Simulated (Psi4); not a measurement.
# SVWN5/cc-pVDZ run of BBrCl2 (bromodichloroborane)

What is the vertical ionisation energy of BBrCl2 (bromodichloroborane) at SVWN5/cc-pVDZ? 

Program for the calculation: Psi4 1.11.

1 further run of the same task is left out (set aside as unsound or not needed).

**1. Starting point**

BBrCl2: 4 atoms, total charge 0, spin state singlet. SMILES: `ClB(Cl)Br`. Geometry: relaxed at PBE0-D4/def2-TZVP.

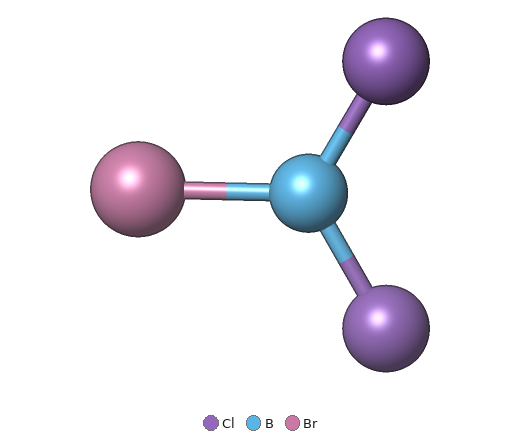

Viewed from a chosen angle; chlorine purple, boron blue, bromine pink.

**2. A single-point energy at SVWN5/cc-pVDZ**

File bbrcl2.dat:

```
memory 1600 MB

molecule system {
  0 1
  Cl     0.582100     0.666000     1.510800
  B      0.037200    -0.038100     0.022100
  Cl     0.444300    -1.679200    -0.365600
  Br    -1.008100     0.991100    -1.187600
  units angstrom
  symmetry c1
}

set basis cc-pVDZ
set puream true
set e_convergence 1e-09
set d_convergence 1e-08
set scf_type pk
set dft_radial_points 99
set dft_spherical_points 590

E, wfn = energy('scf', dft_functional={"name": "SVWN5", "x_functionals": {"LDA_X": {}}, "c_functionals": {"LDA_C_VWN": {}}}, return_wfn=True)
oeprop(wfn, 'DIPOLE', 'WIBERG_LOWDIN_INDICES', 'LOWDIN_CHARGES')
```

Run with:

```sh
psi4 -n 1 bbrcl2.dat bbrcl2.out
```

bbrcl2.out:

```text
[...]
  Running in c1 symmetry.
[...]
  Nuclear repulsion =  351.409229119585689
[...]
  Multiplicity = 1
[...]
  Nalpha       = 37
  Nbeta        = 37
[...]
    Number of basis functions: 77
[...]
   @RKS iter   1: -3512.52065679205725   -1.02631e+00   8.97201e-03 DIIS/ADIIS
[...]
   @RKS iter  11: -3512.72260319700308   -3.18323e-12   5.67046e-09 DIIS
[...]
    Orbital Energies [Eh]
    ---------------------
    Doubly Occupied:
       1A   -480.219818     2A   -100.335083     3A   -100.335067
       4A    -61.762398     5A    -55.737778     6A    -55.735732
       7A    -55.734801     8A     -9.165010     9A     -9.164930
      10A     -8.409030    11A     -7.022546    12A     -7.022528
      13A     -7.016490    14A     -7.016472    15A     -7.013832
      16A     -7.013814    17A     -6.560175    18A     -6.305297
      19A     -6.297994    20A     -6.295104    21A     -2.526000
      22A     -2.524280    23A     -2.522195    24A     -2.516695
      25A     -2.516533    26A     -0.813701    27A     -0.775590
      28A     -0.738877    29A     -0.478640    30A     -0.414561
      31A     -0.403009    32A     -0.367850    33A     -0.312204
      34A     -0.309341    35A     -0.304943    36A     -0.290119
[...]
  @RKS Final Energy: -3512.72260319700308
   => Energetics <=
    Nuclear Repulsion Energy =            351.4092291195856887
    One-Electron Energy =               -5585.6257657607029614
    Two-Electron Energy =                1866.5675595902534951
    DFT Exchange-Correlation Energy =    -145.0736261461390768
    Empirical Dispersion Energy =           0.0000000000000000
    VV10 Nonlocal Energy =                  0.0000000000000000
    Total Energy =                      -3512.7226031970030817
[...]
 Multipole Moments:
 ------------------------------------------------------------------------------------
     Multipole            Electronic (a.u.)      Nuclear  (a.u.)        Total (a.u.)
 ------------------------------------------------------------------------------------
 L = 1.  Multiply by 2.5417464519 to convert [e a0] to [Debye]
 Dipole X            :         -4.4852333            4.4863051            0.0010718
 Dipole Y            :          4.4157608           -4.4166878           -0.0009270
 Dipole Z            :         -5.1893778            5.1907745            0.0013967
 Magnitude           :                                                    0.0019897
[...]
```

Run time: 21 s. Hardware: 1 thread of Intel Xeon Platinum 8488C (Sapphire Rapids), shared host; peak memory 0.61 GiB.

**3. The doublet cation at the same level**

File calc.in:

```
memory 1.6 GB

molecule {
  1 2
  Cl     1.10000958     1.25855760     2.85499823
  B      0.07029781    -0.07199857     0.04176295
  Cl     0.83960532    -3.17322811    -0.69088387
  Br    -1.90503291     1.87290756    -2.24423875
  units bohr
  symmetry c1
  no_reorient
  no_com
}

set globals {
  basis cc-pVDZ
  reference uks
  puream true
  e_convergence 1e-09
  d_convergence 1e-08
  scf_type pk
  dft_radial_points 99
  dft_spherical_points 590
  maxiter 200
}

energy("scf", dft_functional={"name": "SVWN5", "x_functionals": {"LDA_X": {}}, "c_functionals": {"LDA_C_VWN": {}}})
print_variables()
```

Run with:

```sh
psi4 -n 1 calc.in calc.out
```

calc.out:

```text
[...]
  Running in c1 symmetry.
[...]
  Nuclear repulsion =  351.409228964059366
[...]
  Multiplicity = 2
[...]
  Nalpha       = 37
  Nbeta        = 36
[...]
    Number of basis functions: 77
[...]
   @UKS iter   1: -3512.18966317499007   -6.95317e-01   8.02274e-03 ADIIS/DIIS
[...]
   @UKS iter  13: -3512.33590660417849   -9.09495e-12   9.01309e-09 DIIS
[...]
   @S^2 Observed:                7.507714326E-01
[...]
    Orbital Energies [Eh]
    ---------------------
    Alpha Occupied:
       1A   -480.490434     2A   -100.584290     3A   -100.584287
       4A    -62.031781     5A    -56.007085     6A    -56.006396
       7A    -56.003943     8A     -9.412148     9A     -9.412072
      10A     -8.678277    11A     -7.268325    12A     -7.268321
      13A     -7.265894    14A     -7.265891    15A     -7.261534
      16A     -7.261532    17A     -6.788391    18A     -6.571932
      19A     -6.571471    20A     -6.562975    21A     -2.795107
      22A     -2.794821    23A     -2.788458    24A     -2.788075
      25A     -2.786198    26A     -1.052852    27A     -1.013832
      28A     -0.996132    29A     -0.710292    30A     -0.646561
      31A     -0.642427    32A     -0.593406    33A     -0.552425
      34A     -0.549984    35A     -0.537203    36A     -0.527801
[...]
  @UKS Final Energy: -3512.33590660417849
   => Energetics <=
    Nuclear Repulsion Energy =            351.4092289640593663
    One-Electron Energy =               -5567.0713255452619705
    Two-Electron Energy =                1848.0363424224221944
    DFT Exchange-Correlation Energy =    -144.7101524453985064
    Empirical Dispersion Energy =           0.0000000000000000
    VV10 Nonlocal Energy =                  0.0000000000000000
    Total Energy =                      -3512.3359066041784899
[...]
 Multipole Moments:
 ------------------------------------------------------------------------------------
     Multipole            Electronic (a.u.)      Nuclear  (a.u.)        Total (a.u.)
 ------------------------------------------------------------------------------------
 L = 1.  Multiply by 2.5417464519 to convert [e a0] to [Debye]
 Dipole X            :         33.0835690          -33.3512095           -0.2676405
 Dipole Y            :        -32.3814827           32.6423731            0.2608904
 Dipole Z            :         41.1999973          -41.5495974           -0.3496001
 Magnitude           :                                                    0.5117768
[...]
```

Wall time 24 s (1 thread of Intel Xeon Platinum 8488C (Sapphire Rapids), shared host); peak memory 0.61 GiB.

**4. What came out**

At SVWN5/cc-pVDZ:

```
                                          quantity           value
                      singlet BBrCl2: total energy  -3512.72260 Eh
                     singlet BBrCl2: dipole moment          0.01 D
                       singlet BBrCl2: HOMO energy        -7.30 eV
                       singlet BBrCl2: LUMO energy        -2.70 eV
                     singlet BBrCl2: HOMO–LUMO gap         4.59 eV
                      doublet cation: total energy  -3512.33591 Eh
doublet cation: HOMO energy (highest over α and β)       -14.18 eV
 doublet cation: LUMO energy (lowest over α and β)       -13.71 eV
                              doublet cation: ⟨S²⟩           0.751
vertical ionisation energy (to the doublet cation)       10.523 eV
```

What this shows: Removing an electron at fixed nuclei costs 10.52 eV (243 kcal/mol). The negative HOMO energy of the first species, 7.30 eV, lies 3.22 eV below that difference.
